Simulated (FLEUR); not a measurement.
# Magnetic state of VClO from several starts, part 2 of 2

A self-consistent run ends on one state, which hangs on the start. Several orders of VClO are started in FLEUR and their energies compared.

FLEUR MaX-R8.1; PBEsol with U = 3.2 eV on V d; all-electron FLAPW, Dirac cores, scalar-relativistic bands.

So far. Step 2 (Run 1 (ferro ++)): After 26 cycles the largest moment stands at 1.87 μB.

## (3) Start 2: antiferro +-

Another pattern of signs weighs the neighbour shells otherwise.

Input file inp.xml:

```
<?xml version="1.0" encoding="UTF-8" standalone="no"?>
<fleurInput fleurInputVersion="0.39">
   <comment>
      VClO
   </comment>
   <calculationSetup>
      <cutoffs Kmax="4.4" Gmax="13.2" GmaxXC="13.2" numbands="0"/>
      <scfLoop itmax="130" minDistance="0.0001" maxIterBroyd="15" imix="Anderson" alpha="0.05" precondParam="0.0" spinf="2.0" sdNocoIR="T"/>
      <coreElectrons ctail="T" frcor="F" kcrel="0" coretail_lmax="0"/>
      <xcFunctional name="PBEs" relativisticCorrections="F"/>
      <magnetism jspins="2"/>
      <soc l_soc="F" theta="0.0" phi="0.0" spav="F"/>
      <expertModes spex="0" secvar="F"/>
      <geometryOptimization l_f="F" forcealpha="1.0" forcemix="BFGS" epsdisp="0.00001" epsforce="0.00001"/>
      <ldaU l_linMix="F" mixParam="0.05" spinf="1.0"/>
   </calculationSetup>
   <cell>
      <bzIntegration valenceElectrons="52.0" mode="hist" fermiSmearingEnergy="0.00183747">
         <kPointListSelection listName="default-1"/>
         <xi:include xmlns:xi="http://www.w3.org/2001/XInclude" href="kpts.xml"> </xi:include>
      </bzIntegration>
      <xi:include xmlns:xi="http://www.w3.org/2001/XInclude" href="sym.xml"> </xi:include>
      <bulkLattice scale="1.0">
         <bravaisMatrix>
            <row-1>    6.2360962111799996     0.0000000000000000     0.0000000000000000</row-1>
            <row-2>    0.0000000000000000     7.1431647509879994     0.0000000000000000</row-2>
            <row-3>    0.0000000000000000     0.0000000000000000    14.9477336455860002</row-3>
         </bravaisMatrix>
      </bulkLattice>
   </cell>
   <atomSpecies>
      <species name="Vanadium (2.002" element="V" atomicNumber="23">
         <mtSphere radius="2.32" gridPoints="767" logIncrement="0.016"/>
         <atomicCutoffs lmax="8" lnonsphr="6"/>
         <electronConfig flipSpins="F">
            <coreConfig>(1s1/2) (2s1/2) (2p1/2) (2p3/2)</coreConfig>
            <valenceConfig>(3s1/2) (3p1/2) (3p3/2) (4s1/2) (3d3/2) (3d5/2)</valenceConfig>
            <stateOccupation state="(3d3/2)" spinUp="0.701" spinDown="0.499"/>
            <stateOccupation state="(3d5/2)" spinUp="1.8" spinDown="0.0"/>
         </electronConfig>
         <energyParameters s="4" p="4" d="3" f="4"/>
         <ldaU l="2" U="3.2" J="0.0" l_amf="F"/>
         <lo type="SCLO" l="0" n="3" eDeriv="0"/>
         <lo type="SCLO" l="1" n="3" eDeriv="0"/>
      </species>
      <species name="Vanadium (-2.002" element="V" atomicNumber="23">
         <mtSphere radius="2.32" gridPoints="767" logIncrement="0.016"/>
         <atomicCutoffs lmax="8" lnonsphr="6"/>
         <electronConfig flipSpins="F">
            <coreConfig>(1s1/2) (2s1/2) (2p1/2) (2p3/2)</coreConfig>
            <valenceConfig>(3s1/2) (3p1/2) (3p3/2) (4s1/2) (3d3/2) (3d5/2)</valenceConfig>
            <stateOccupation state="(3d3/2)" spinUp="0.499" spinDown="0.701"/>
            <stateOccupation state="(3d5/2)" spinUp="0.0" spinDown="1.8"/>
         </electronConfig>
         <energyParameters s="4" p="4" d="3" f="4"/>
         <ldaU l="2" U="3.2" J="0.0" l_amf="F"/>
         <lo type="SCLO" l="0" n="3" eDeriv="0"/>
         <lo type="SCLO" l="1" n="3" eDeriv="0"/>
      </species>
      <species name="Chlorine (Cl)" element="Cl" atomicNumber="17">
         <mtSphere radius="2.03" gridPoints="671" logIncrement="0.017"/>
         <atomicCutoffs lmax="8" lnonsphr="6"/>
         <electronConfig flipSpins="F">
            <coreConfig>(1s1/2) (2s1/2) (2p1/2) (2p3/2)</coreConfig>
            <valenceConfig>(3s1/2) (3p1/2) (3p3/2)</valenceConfig>
            <stateOccupation state="(3p1/2)" spinUp="0.833333" spinDown="0.833333"/>
            <stateOccupation state="(3p3/2)" spinUp="1.666667" spinDown="1.666667"/>
         </electronConfig>
         <energyParameters s="3" p="3" d="3" f="4"/>
      </species>
      <species name="Oxygen (O)" element="O" atomicNumber="8">
         <mtSphere radius="1.31" gridPoints="433" logIncrement="0.024"/>
         <atomicCutoffs lmax="6" lnonsphr="4"/>
         <electronConfig flipSpins="F">
            <coreConfig>(1s1/2)</coreConfig>
            <valenceConfig>(2s1/2) (2p1/2) (2p3/2)</valenceConfig>
            <stateOccupation state="(2p1/2)" spinUp="0.666667" spinDown="0.666667"/>
            <stateOccupation state="(2p3/2)" spinUp="1.333333" spinDown="1.333333"/>
         </electronConfig>
         <energyParameters s="2" p="2" d="3" f="4"/>
      </species>
   </atomSpecies>
   <atomGroups>
      <atomGroup species="Vanadium (2.002">
         <relPos label="                   1">.0000000000 1.000/2.000 .1148000000</relPos>
         <force calculate="T" relaxXYZ="TTT"/>
      </atomGroup>
      <atomGroup species="Vanadium (-2.002">
         <relPos label="                   2">1.000/2.000 .0000000000 -.1148000000</relPos>
         <force calculate="T" relaxXYZ="TTT"/>
      </atomGroup>
      <atomGroup species="Chlorine (Cl)">
         <relPos label="                   3">1.000/2.000 1.000/2.000 .3279000000</relPos>
         <force calculate="T" relaxXYZ="TTT"/>
      </atomGroup>
      <atomGroup species="Chlorine (Cl)">
         <relPos label="                   4">.0000000000 .0000000000 -.3279000000</relPos>
         <force calculate="T" relaxXYZ="TTT"/>
      </atomGroup>
      <atomGroup species="Oxygen (O)">
         <relPos label="                   5">1.000/2.000 1.000/2.000 -.0458000000</relPos>
         <force calculate="T" relaxXYZ="TTT"/>
      </atomGroup>
      <atomGroup species="Oxygen (O)">
         <relPos label="                   6">.0000000000 .0000000000 .0458000000</relPos>
         <force calculate="T" relaxXYZ="TTT"/>
      </atomGroup>
   </atomGroups>
   <output dos="F" band="F" slice="F">
      <bandDOS minEnergy="-.5*Htr" maxEnergy="0.5*Htr" sigma="0.015" storeEVData="T"/>
      <plotting iplot="0" polar="F">
         <plot TwoD="T" vec1="  1.0  0.0  0.0" vec2="  0.0  1.0  0.0" vec3="  0.0  0.0  1.0" zero="  0.0  0.0  0.0" file="plot"/>
      </plotting>
      <moessbauerParams electricFieldGradient="F" isomerShift="F" coreHyperfine="F" valenceHyperfine="F"/>
   </output>
</fleurInput>
```

Input file crystal.txt:

```
VClO
&input film=F cartesian=F /
3.30000000000  0.00000000000  0.00000000000
0.00000000000  3.78000000000  0.00000000000
0.00000000000  0.00000000000  7.91000000000
1.8897261246
1.0 1.0 1.0

6
23 0.00000000000  0.50000000000  0.11480000000 : 2.002
23 0.50000000000  0.00000000000  0.88520000000 : -2.002
17 0.50000000000  0.50000000000  0.32790000000
17 0.00000000000  0.00000000000  0.67210000000
8 0.50000000000  0.50000000000  0.95420000000
8 0.00000000000  0.00000000000  0.04580000000

&kpt div1=6 div2=6 div3=6 gamma=T /
```

On the command line:

```console
$ OMP_NUM_THREADS=1 inpgen -f crystal.txt > inpgen.log  # inp.xml is then edited as shown
$ OMP_NUM_THREADS=1 mpirun -n 4 fleur_MPI > fleur.log
```

Output:

```text
[banner, memory and clock lines left out]
Welcome to FLEUR        (www.flapw.de)
      MaX-Release 8.1          (www.max-centre.eu)

 ========== k-point set info ==========
 Selected k-point list: default-1
 k-point list type: mesh
 6 x 6 x 6
 Number of k points: 64

 ------------Calculation Setup---------------------------
 Number of PE/node        :            4
 Number of OMP-threads    :            1
 k-points in parallel     :            4
 pe's per k-point         :            1
 No of k-point loops      :           16
 Eigenvalue solver        :       lapack
 Number of basis functions:         1016
 Approximate size of matrices (H+S) per k-point:         0.031 GB
 no density matrix found ... skipping LDA+U
 Reset of history
 Iteration:     1   Distance:      18.42499743 me/bohr^3
 Iteration:     2   Distance:      19.07594481 me/bohr^3
 Iteration:     3   Distance:      16.96946594 me/bohr^3
 Iteration:     4   Distance:      10.53662986 me/bohr^3
 Iteration:     5   Distance:      12.06993371 me/bohr^3
 Iteration:     6   Distance:       2.57819186 me/bohr^3
 Iteration:     7   Distance:       2.09472876 me/bohr^3
 Iteration:     8   Distance:       1.26591912 me/bohr^3
 Iteration:     9   Distance:       0.57699070 me/bohr^3
 Iteration:    10   Distance:       0.38394936 me/bohr^3
 Iteration:    11   Distance:       0.31785824 me/bohr^3
 Iteration:    12   Distance:       0.20901197 me/bohr^3
 Iteration:    13   Distance:       0.11150551 me/bohr^3
 Iteration:    14   Distance:       0.07415092 me/bohr^3
 Iteration:    15   Distance:       0.02280031 me/bohr^3
 Iteration:    16   Distance:       0.02006259 me/bohr^3
 Iteration:    17   Distance:       0.01911129 me/bohr^3
 Iteration:    18   Distance:       0.01416304 me/bohr^3
 Iteration:    19   Distance:       0.00637002 me/bohr^3
 Iteration:    20   Distance:       0.00178425 me/bohr^3
 Iteration:    21   Distance:       0.00215669 me/bohr^3
 Iteration:    22   Distance:       0.00104517 me/bohr^3
 Iteration:    23   Distance:       0.00042444 me/bohr^3
 Iteration:    24   Distance:       0.00025307 me/bohr^3
 Iteration:    25   Distance:       0.00007590 me/bohr^3

 ********************************************************************
 Run finished successfully
 Stop message:
   all done
 ********************************************************************

--- out.xml (last complete iteration) ---
<iteration numberForCurrentRun="   25" overallNumber="   25">
         [... left out ...]
         <bandgap value="1.2968968422" units="eV"/>
         <sumValenceSingleParticleEnergies value="-25.7039687501" units="Htr"/>
         <FermiEnergy value="0.1705732692" units="Htr"/>
         <valenceDensity>
            <mtCharges spin="1">
               <mtCharge atomType="1" total="6.6209633" s="1.1135908" p="3.1361844" d="2.3137587" f="0.0425962"/>
               <mtCharge atomType="2" total="4.7894273" s="1.1043475" p="3.1253759" d="0.5009313" f="0.0428690"/>
               <mtCharge atomType="3" total="2.5908936" s="0.8002958" p="1.7736230" d="0.0144847" f="0.0018920"/>
               <mtCharge atomType="4" total="2.5971690" s="0.8005397" p="1.7870630" d="0.0085658" f="0.0007713"/>
               <mtCharge atomType="5" total="2.0881192" s="0.6426440" p="1.4432710" d="0.0019153" f="0.0002532"/>
               <mtCharge atomType="6" total="2.0796951" s="0.6411944" p="1.4360651" d="0.0021208" f="0.0002739"/>
            </mtCharges>
            <mtCharges spin="2">
               <mtCharge atomType="1" total="4.7894251" s="1.1043471" p="3.1253755" d="0.5009298" f="0.0428690"/>
               <mtCharge atomType="2" total="6.6209626" s="1.1135908" p="3.1361844" d="2.3137580" f="0.0425962"/>
               <mtCharge atomType="3" total="2.5971687" s="0.8005396" p="1.7870628" d="0.0085658" f="0.0007713"/>
               <mtCharge atomType="4" total="2.5908939" s="0.8002960" p="1.7736231" d="0.0144848" f="0.0018920"/>
               <mtCharge atomType="5" total="2.0796978" s="0.6411945" p="1.4360677" d="0.0021208" f="0.0002739"/>
               <mtCharge atomType="6" total="2.0881213" s="0.6426441" p="1.4432730" d="0.0019153" f="0.0002532"/>
            </mtCharges>
            <spinDependentCharge spin="1" total="26.0000000" interstitial="5.2337325" mtSpheres="20.7662675"/>
            <spinDependentCharge spin="2" total="26.0000000" interstitial="5.2337306" mtSpheres="20.7662694"/>
            <totalCharge value="52.0000000000"/>
         </valenceDensity>
         [... left out ...]
         <magneticMomentsInMTSpheres units="muBohr">
            <globalMagMoment atomType="1" vec="0.00000   0.00000   1.83154"/>
            <localMagMoment atomType="1" vec="0.00000   0.00000   1.83154"/>
            <globalMagMoment atomType="2" vec="0.00000   0.00000  -1.83154"/>
            <localMagMoment atomType="2" vec="0.00000   0.00000  -1.83154"/>
            <globalMagMoment atomType="3" vec="0.00000   0.00000  -0.00628"/>
            <localMagMoment atomType="3" vec="0.00000   0.00000  -0.00628"/>
            <globalMagMoment atomType="4" vec="0.00000   0.00000   0.00628"/>
            <localMagMoment atomType="4" vec="0.00000   0.00000   0.00628"/>
            <globalMagMoment atomType="5" vec="0.00000   0.00000   0.00842"/>
            <localMagMoment atomType="5" vec="0.00000   0.00000   0.00842"/>
            <globalMagMoment atomType="6" vec="0.00000   0.00000  -0.00843"/>
            <localMagMoment atomType="6" vec="0.00000   0.00000  -0.00843"/>
         </magneticMomentsInMTSpheres>
         [... left out ...]
         <totalEnergy value="    -2968.3758925254" units="Htr">
            <sumOfEigenvalues value="    -1705.9493131936">
               <coreElectrons value="-1680.2453444435"/>
               <valenceElectrons value="-25.7039687501"/>
            </sumOfEigenvalues>
            <densityCoulombPotentialIntegral value="-4488.5028098008"/>
            <densityEffectivePotentialIntegral value="-4698.1558293262"/>
            <chargeDenXCDenIntegral value="-160.4308672826"/>
            <FockExchangeEnergyValence value="0.0000000000"/>
            <FockExchangeEnergyCore value="0.0000000000"/>
         [... left out ...]
            <dftUCorrection value="-0.2093886749"/>
            <tkbTimesEntropy value="0.0000000000"/>
            <freeEnergy value="-2968.3758925254"/>
            <extrapolationTo0K value="-2968.3758925254"/>
         </totalEnergy>
         [... left out ...]
         <ldaUDensityMatrixConvergence>
            <distance spin="1" distance="0.000008"/>
            <distance spin="2" distance="0.000008"/>
         </ldaUDensityMatrixConvergence>
         <densityConvergence units="me/bohr^3">
            <chargeDensity spin="1" distance="0.0000536233"/>
            <chargeDensity spin="2" distance="0.0000534875"/>
            <overallChargeDensity distance="0.0000758996"/>
            <spinDensity distance="0.0000755777"/>
         </densityConvergence>
      </iteration>
```

Wall time 7.7 min (4 MPI ranks of AMD EPYC 7R13 (Zen 3), shared host); peak memory 0.64 GiB.

Spin moment in the muffin-tin sphere by atom:

```
atom  spin moment in the muffin-tin sphere (μB)
  V1                                       1.83
  V2                                      -1.83
 Cl3                                      -0.01
 Cl4                                       0.01
  O5                                       0.01
  O6                                      -0.01
```

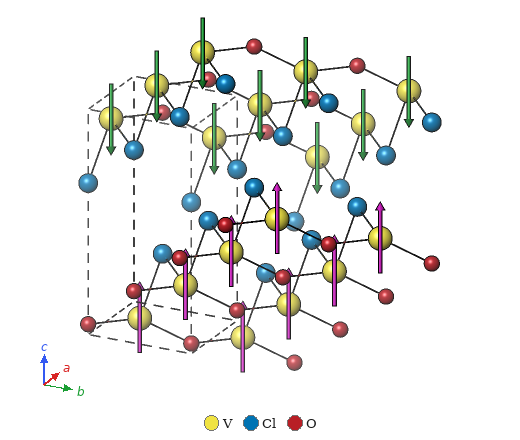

Spin moment in the muffin-tin sphere as arrows, the longest 1.83 μB. Up and down stand for the sign. Arrows give size and sign along the axis of quantisation, drawn up and down the page. The two directions have two colours. 3×2×1 cells are drawn. Some periodic images of atoms are drawn too.

Read from the output:

```yaml
free_energy: -80773.6229 eV
program_s_band_gap_on_this_mesh_in_a_metal_only_a_level_spacing: 1.297 eV
magnetization: 0 μB
final_state: antiferromagnetic
```

It lies 12.9 meV a seeded atom over the first start, and its largest moment is 1.83 μB against 1.87 μB.

## (4) Ranking

Free energies are divided by the number of seeded atoms.

Orders:

```
       start        final state  typed order kept  energy over the lowest (meV a seeded atom)  largest sphere moment (μB)  net moment (μB a primitive cell)  mesh matched  CPU time (s)
    ferro ++      ferromagnetic               yes                                           0                       1.867                                 4           yes         852.6
antiferro +-  antiferromagnetic               yes                                       12.94                       1.832                                 0           yes          1840
```

## (5) What came out

| Quantity | Value |
| --- | --- |
| lowest state found | ferromagnetic (typed ferro ++) |
| largest site spin moment | 1.87 μB |
| next finished state | antiferromagnetic, 12.9 meV a seeded atom higher |

**Reading.** The lowest state found is ferromagnetic, reached from the start ferro ++, with moments up to 1.87 μB. The next finished state costs 13 meV a seeded atom. Only 2 starts were tried; other patterns of signs, canted and longer-period orders were not.

[Logs and program files are shortened in this print: banners, set-up blocks, solver, clock and traceback lines can be left out without a mark of their own.]

[Logs are printed without paths, hosts, clocks, repeated set-up lines and the standing remarks that a program may print on its own settings, such as how far it seeks lower states.]

[Hosts, paths, dates, database ids (printed as entryN), source tags and the programs' standing remarks are cut or masked in the printed files.]

[Where a cell is said to come from a database of computed structures, the database is the Materials Project.]
